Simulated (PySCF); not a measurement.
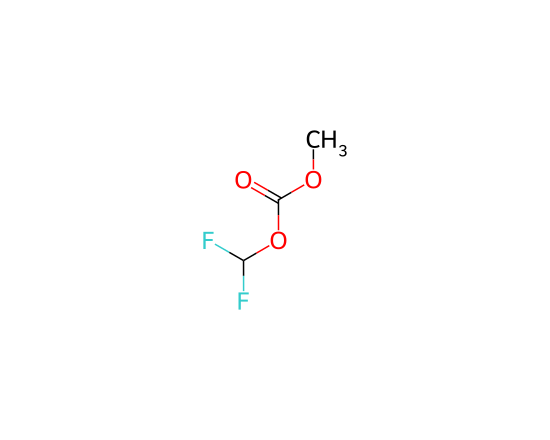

Skeletal drawing of a molecule.

Give its SMILES.

Answer. COC(=O)OC(F)F

What is the molecular formula?

Answer. C3H4F2O3.

An optimisation with GFN2-xTB gave a structure of which point group?

Answer. C1. Other conformers may differ.

The parts below concern this one geometry. Atoms keep their numbers from picture to picture. Computed geometry: GFN2-xTB optimisation. No frequency run is at hand to confirm it as a minimum.

### Dipole moment

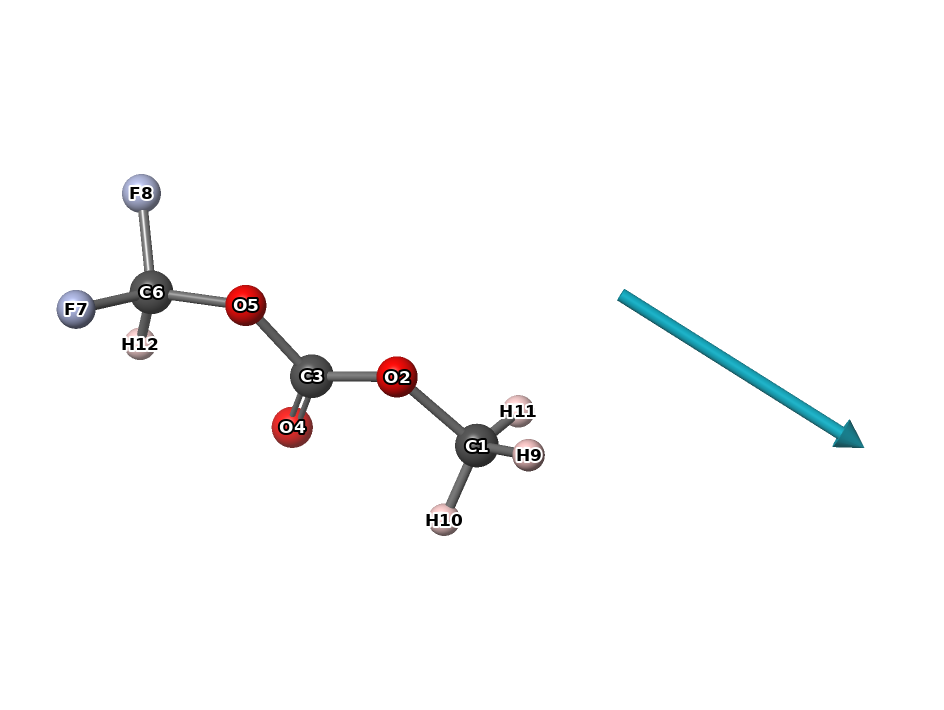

The arrow beside the molecule shows the direction of the dipole moment, from the negative to the positive end (its length means nothing). No frequency run is at hand to confirm it as a minimum. Method: B3LYP/pcJ-1, gas phase (PySCF 2.14.0).

Estimate the dipole moment.

Answer. 3.25 D; it points from the side of F7, F8 to the side of H9 (the outermost atoms at the two ends).

### Spin–spin coupling

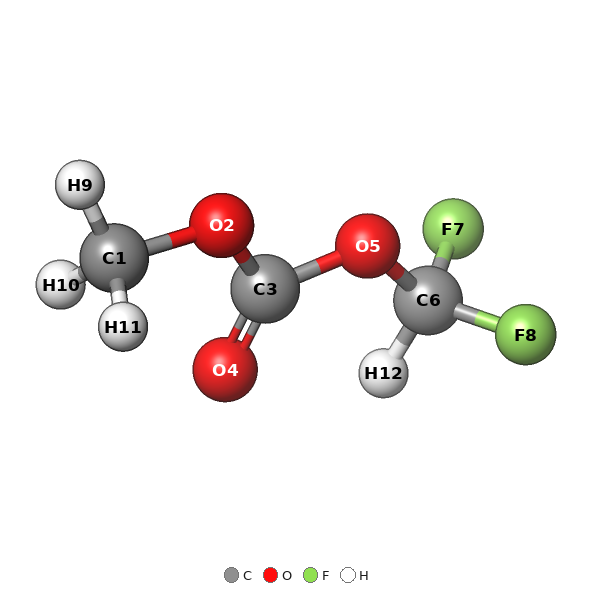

No frequency run is at hand to confirm it as a minimum. Method: B3LYP/pcJ-1 indirect spin-spin coupling, non-relativistic, gas phase (PySCF 2.14.0). Isotopes: 13C, 19F, 1H, 17O.

Give the spin–spin coupling constants of these pairs, with the number of bonds between them: C6/F8, C6/F7, O5/F7, O5/F8, F7/H12, F7/F8, F8/H12, C3/F8, C3/F7.

```tsv
pair	bonds apart	J (Hz)
C6, F8	1	−322.2
C6, F7	1	−321.8
O5, F7	2	−33.6
O5, F8	2	−32.8
F7, H12	2	76.2
F7, F8	2	133.9
F8, H12	2	76.7
C3, F8	3	3.4
C3, F7	3	3.9
```

Density functionals are unreliable for couplings to fluorine, so those rows may be far off.

### Quadrupole coupling

No frequency run is at hand to confirm it as a minimum. Electric field gradients from the ground-state density, B3LYP/pcJ-1 (PySCF 2.14.0), non-relativistic apart from any core potentials.

Give the largest field-gradient component, the quadrupole coupling constant and the asymmetry for 17O at O2 (Q = −25.6 mb), 17O at O4 (Q = −25.6 mb), 17O at O5 (Q = −25.6 mb), 2H at H9 (Q = 2.86 mb), 2H at H10 (Q = 2.86 mb), 2H at H11 (Q = 2.86 mb), 2H at H12 (Q = 2.86 mb).

| atom | V_zz (a.u.) | e²qQ/h (MHz) | η |
| --- | --- | --- | --- |
| O2 | 1.775 | −10.68 | 0.41 |
| O4 | −1.382 | 8.31 | 0.11 |
| O5 | 1.797 | −10.81 | 0.48 |
| H9 | 0.294 | 0.198 | 0.09 |
| H10 | 0.282 | 0.190 | 0.12 |
| H11 | 0.286 | 0.192 | 0.11 |
| H12 | 0.237 | 0.160 | 0.01 |
